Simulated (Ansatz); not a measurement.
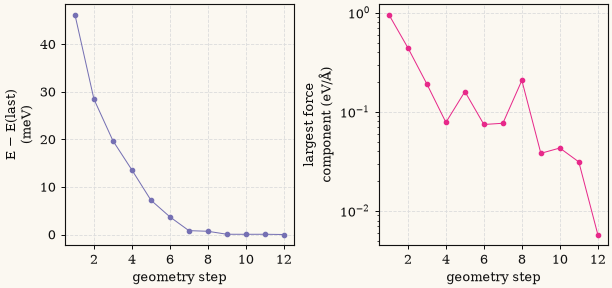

History of a geometry optimisation.

- system: C₂H₄F, multiplicity 2
- method: UKS PBE0-D4/def2-TZVP (Ansatz 0.2.0)

How did it end, and what did it gain?

Answer. The optimisation met its thresholds at geometry 12, counting the start as the first. The energy fell by about 46 meV from the first step to the last. The largest force component goes from about 0.95 eV/Å at the start to 6 × 10⁻³ eV/Å at the end.

By which step was nine tenths of the energy gained?

Answer. By step 6 of 12.
